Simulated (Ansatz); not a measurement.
## Computed energy against volume: GaCuSe2 (chalcopyrite)

GaCuSe$_{2}$ (chalcopyrite)

```
CELL_PARAMETERS angstrom
     -2.83601     2.83601     5.63158
      2.83601    -2.83601     5.63158
      2.83601     2.83601    -5.63158
ATOMIC_POSITIONS crystal
  Cu 0.75000 0.25000 0.50000
  Cu 0.00000 0.00000 0.00000
  Ga 0.25000 0.75000 0.50000
  Ga 0.50000 0.50000 0.00000
  Se 0.11877 0.12500 0.49377
  Se 0.63123 0.62500 0.50623
  Se 0.37500 0.88123 0.00623
  Se 0.87500 0.36877 0.99377
```

This relaxed cell (volume V₀) is scaled evenly in all directions, its shape held. The atoms relax within the cell's symmetry.

Level of theory: PBE (plane waves to 420 eV, PAW, scalar-relativistic; Ansatz, a program for electronic structure). k mesh 8×8×8 (Γ-centred), Fermi-Dirac smearing 0.05 eV. Energies are smeared free energies. Compression counts positive. With the shape held, the modulus is that of even scaling; a crystal free to change shape is softer. At this level the bands of GaCuSe2 touch or barely overlap; measurements give the solid a gap. GaCuSe2 is run without spin polarisation. GaCuSe2 was relaxed with its symmetry unable to fall. The PAW data are Ansatz's earlier set. The zero of ΔE is the relaxed starting cell.

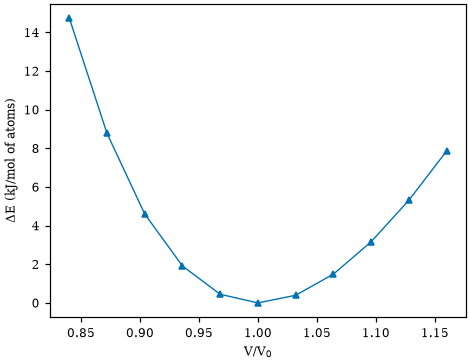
ΔE (kJ/mol of atoms) against V/V₀; computed points joined by lines.

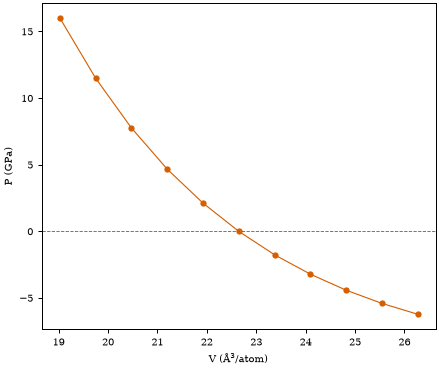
Fig. 1. P (GPa) against V (Å³/atom); one marker a computed point.

The pressure at the smallest volume is 16.0 GPa and the energy cost of the largest expansion comes out as 82 meV/atom. The pressure derivative B₀′ (fit) is 4.9 and the bulk modulus at fixed cell shape B₀ (third-order Birch-Murnaghan fit) is 60.1 GPa. The pressure for 5 % compression (fit) is 3.5 GPa.

Check by three points about V = 22.647 Å³/atom, step 1.449: d²E/dV² ≈ (20 − 2·0 + 15) meV / 1.449² = 0.0167 eV/Å⁶, and V·d²E/dV² × 160.2 = 60.5 GPa.

(Under strain, the slope of the energy per volume gives the stress and its curvature an elastic modulus.)
